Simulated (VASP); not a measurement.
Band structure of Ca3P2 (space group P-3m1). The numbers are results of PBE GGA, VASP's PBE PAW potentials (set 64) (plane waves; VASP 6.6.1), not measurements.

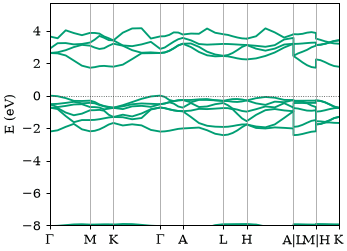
Figure: Bands along high-symmetry lines, zero at the valence-band maximum or, without a gap, the Fermi level

### Question
Read the plot: is there a gap, and where are the band edges?

### Answer
The gap is indirect, 1.72 eV, from the valence maximum at Γ to the conduction minimum at M.

The structure was generated: Ca3P2 was put into an ordered model structure, which need not be its known phase. The cell was not relaxed at this level.
